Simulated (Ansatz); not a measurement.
Input file:

```
crystal:
  periodic: [false, false, false]
  atoms:
    - {symbol: F, position_ang: [-0.427916, -0.299484, 1.879667]}
    - {symbol: Zr, position_ang: [-0.008249, -0.026589, 0.070308]}
    - {symbol: Cl, position_ang: [1.823682, -1.338729, -0.492970]}
    - {symbol: Cl, position_ang: [-1.834924, -0.624472, -1.233840]}
    - {symbol: Cl, position_ang: [0.497306, 2.215572, -0.264566]}
basis:
  gaussian: {orbitals: def2-TZVPP}
hamiltonian: {xc: pbe0, dispersion: d4}
output: {orbitals: {seedname: orbitals}}
```

Command:

```sh
ansatz run in.yaml --threads 4 --pin off --events-out ev --progress --plain --max-ram 10444MiB
```

Geometry: PBE0-D4/def2-TZVP; core potentials replace the inner electrons of Zr.

Theory: RKS PBE0-D4/def2-TZVPP (Ansatz).

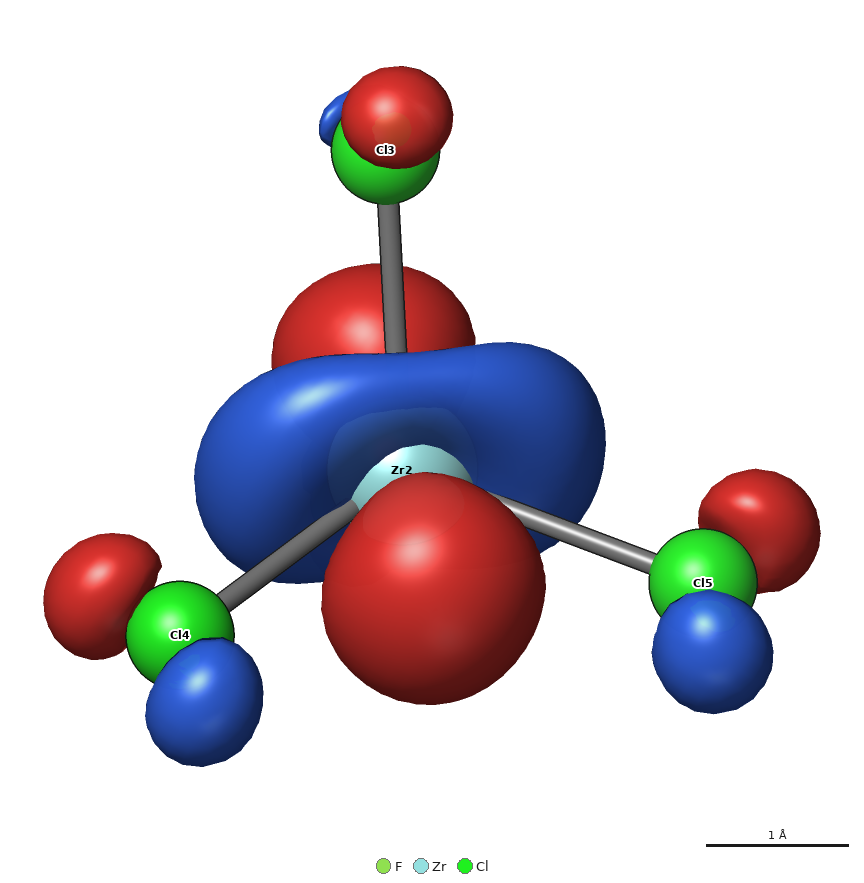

Cl3FZr. The LUMO at ±0.15 Å⁻³ᐟ² (red and blue are the two phases), seen at a tilt.

What is the character of this orbital?

Answer. It lies mainly on Zr2 (about 70 %), Cl3 (about 10 %), Cl4 (about 10 %) and Cl5 (about 10 %). It is one of a degenerate set, so its orientation is arbitrary. Its energy is −2.43 eV.
